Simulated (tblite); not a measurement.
## C3H7GeNO2: relaxed scan

- system: C3H7GeNO2, SMILES C=N[C@H]1C[O][GeH2][O]1
- method: GFN2-xTB relaxed scan under a harmonic restraint, gas phase (tblite 0.8.0)

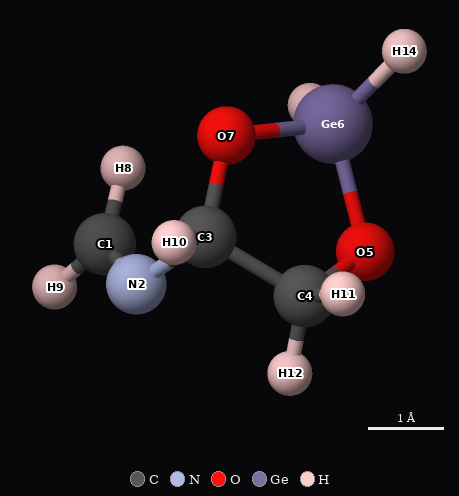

Fig. 1: The input geometry (ball-and-stick view, seen at an oblique angle; atoms are numbered from 1 in the order of the input). Sticks mark near contacts. Bond lengths as drawn: C–C 1.55 Å, C–H 1.08 to 1.10 Å, C–N 1.25 to 1.42 Å, C–O 1.41 Å, Ge–H 1.50 to 1.51 Å and Ge–O 1.77 Å.

### Input
```
{"job": {"xc": "GFN2-xTB", "basis": "xTB", "coordinate": [["t", [2, 3, 4, 5], 1.0]], "kind": "drive"}, "charge": 0, "multiplicity": 1}
C     -2.080434     0.404224     0.034567
N     -1.490520    -0.582030     0.526977
C     -0.172156    -0.512567     1.049245
C      0.737537    -1.339966     0.107228
O      1.273014    -0.477667    -0.868260
Ge     1.318654     1.192859    -0.271482
O      0.388854     0.771541     1.177822
H     -1.681250     1.423798     0.004750
H     -3.068156     0.248151    -0.373388
H     -0.202026    -0.969837     2.045198
H      1.542235    -1.799894     0.687077
H      0.151594    -2.113780    -0.391442
H      0.601768     2.087722    -1.248055
H      2.680210     1.666972     0.154753
```

The first line tells a small driver script what to run in tblite; the rest is the geometry in Å.

Command:
```bash
OMP_NUM_THREADS=1 python <driver script> task.json out
```

### Log
```
point  coordinate     E/eV
  0     12.700     -625.36340
  1      0.400     -625.33440
  2    -12.200     -625.30545
  3    -24.900     -625.29435
```

### Summary

| quantity | value |
| --- | --- |
| outcome | converged |
| hardware | 1 CPU thread, shared host |
| wall time | 1.4 s |
| peak memory | 0.19 GiB |
